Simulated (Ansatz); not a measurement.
H$_{8}$N$_{4}$Zr···SiH$_{4}$

The calculation's input:

```
crystal:
  periodic: [false, false, false]
  atoms:
    - { symbol: Zr, position_ang: [0.160794, -0.049547, 0.04247] }
    - { symbol: "N", position_ang: [0.312937, -0.032025, 2.201715] }
    - { symbol: H, position_ang: [-0.399563, 0.033788, 2.932961] }
    - { symbol: H, position_ang: [1.234913, -0.000499, 2.656061] }
    - { symbol: "N", position_ang: [2.064578, 0.02429, -0.714122] }
    - { symbol: H, position_ang: [2.717179, -0.770426, -0.720747] }
    - { symbol: H, position_ang: [2.521392, 0.803979, -1.200156] }
    - { symbol: "N", position_ang: [-0.83996, 1.597882, -0.693795] }
    - { symbol: H, position_ang: [-1.414856, 1.624285, -1.544072] }
    - { symbol: H, position_ang: [-0.916367, 2.516759, -0.239267] }
    - { symbol: "N", position_ang: [-0.68582, -1.759067, -0.730125] }
    - { symbol: H, position_ang: [-1.315382, -2.463668, -0.328621] }
    - { symbol: H, position_ang: [-0.424776, -2.074517, -1.673828] }
    - { symbol: Si, position_ang: [-3.359838, 0.125389, 1.480753] }
    - { symbol: H, position_ang: [-3.767772, -0.708109, 0.301483] }
    - { symbol: H, position_ang: [-4.089271, -0.36097, 2.705553] }
    - { symbol: H, position_ang: [-3.715092, 1.565107, 1.242639] }
    - { symbol: H, position_ang: [-1.908795, -0.028551, 1.721097] }
basis:
  gaussian: { orbitals: def2-SVP }
hamiltonian:
  xc: pbe
relax:
  f_tol: 0.03
  max_steps: 50
output:
  orbitals: {}
```

Command:

```sh
ansatz run input.yaml --threads 4 --pin off --max-ram 5120MiB --backend cpu --events-out ev --progress --plain --runs-dir out
```

The fields are those of the run's last geometry, not of the input's.

Core potentials replace the inner electrons of Zr.

The calculation used Ansatz, RKS PBE/def2-SVP.

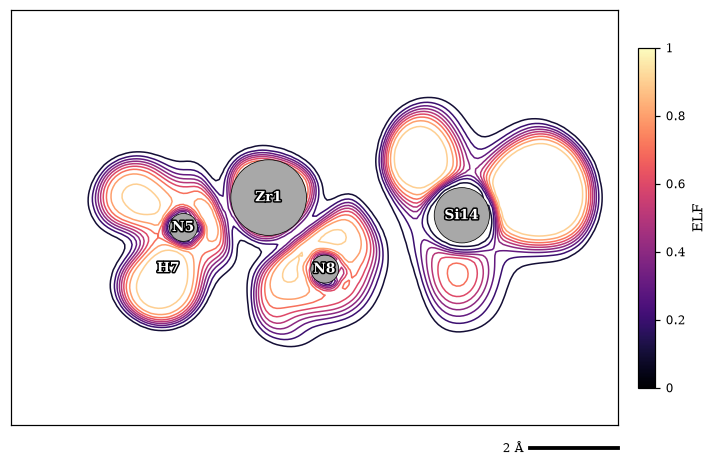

Figure 1. ELF on the plane of atoms N5, Zr1 and N8. Grey discs cover the atomic cores.

**Describe what can be read from this map.**

- Atoms in the plane: Zr, N, H and Si.
- Si14···N8 (3.37 Å): the ELF dips to about 0.05 between them; a weak contact between the two molecules.
- Zr–N (2.06 Å): the ELF peaks at about 0.90 in the valence shell of N, 0.6 Å from its nucleus, and drops to about 0.25 between the two atoms.
- N–H (1.03 Å): the ELF climbs to about 1 towards the hydrogen, as it does in any bond to H; an ordinary covalent bond to hydrogen.

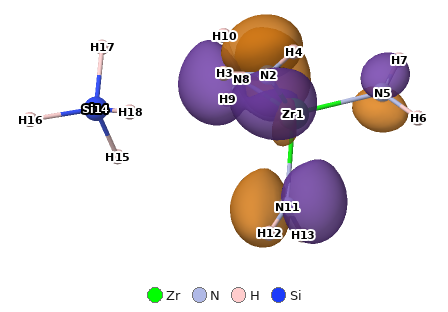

Figure 2. The HOMO−1 at ±0.1 Å⁻³ᐟ² (orange and purple are the two phases), seen at a tilt.

**What is the character of this orbital?**

It lies mainly on N8 (about 25 %), N2 (about 25 %), N11 (about 20 %) and Zr1 (about 10 %). Its energy is −5.18 eV.

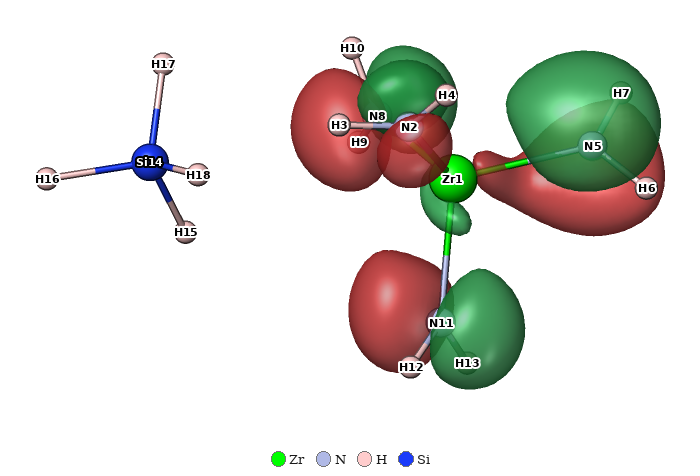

Figure 3. The HOMO at ±0.1 Å⁻³ᐟ² (green and red are the two phases), seen at a tilt.

**Where does this orbital lie, and at what energy?**

By Hirshfeld shares it lies mainly on N5 (about 35 %), N11 (about 20 %), N8 (about 15 %) and Zr1 (about 10 %). Its energy is −5.16 eV.
